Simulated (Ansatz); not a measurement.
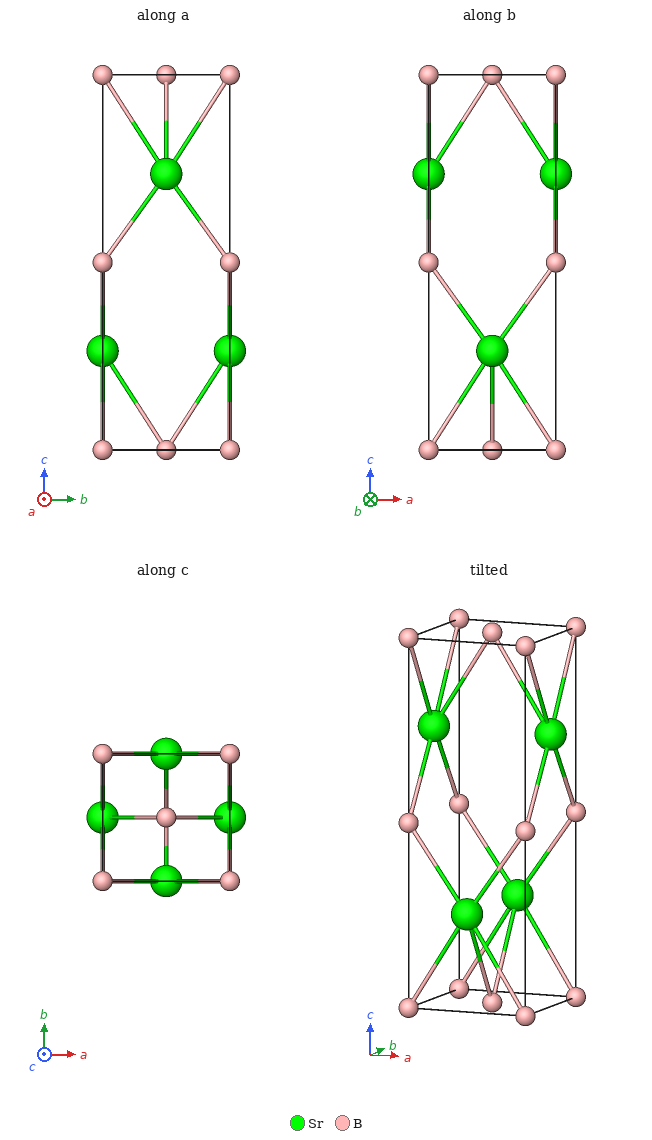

The figure gives a ball-and-stick picture of the atoms, viewed along the a axis, along the b axis, along the c axis and slightly off an axis. Atoms at the boundary of the conventional unit cell (the box) are drawn once for each face, edge or corner they touch.

Lattice parameters: a = 3.1625 Å, b = 3.1625 Å, c = 9.3214 Å, α = 90.000°, β = 90.000°, γ = 90.000°.

Question: Record the structure as a CIF in P1 with every atom of the cell, with free fractional coordinates to two decimals.

Answer:
```cif
data_structure
_symmetry_space_group_name_H-M 'P 1'
_symmetry_Int_Tables_number 1
_cell_length_a 3.1625
_cell_length_b 3.1625
_cell_length_c 9.3214
_cell_angle_alpha 90.000
_cell_angle_beta 90.000
_cell_angle_gamma 90.000
_cell_volume 93.23
loop_
_atom_site_label
_atom_site_type_symbol
_atom_site_fract_x
_atom_site_fract_y
_atom_site_fract_z
_atom_site_occupancy
Sr1 Sr 0.50 0.00 0.26 1
Sr2 Sr 0.00 0.50 0.74 1
B1 B 0.00 0.00 0.00 1
B2 B 0.50 0.50 0.00 1
B3 B 0.00 0.00 0.50 1
```

Provenance: a random cell made by a generator, so it need not be a real form of the compound. Earlier steps of the study may have refined or changed the cell and positions. Ansatz was used for an electronic-structure calculation on it.
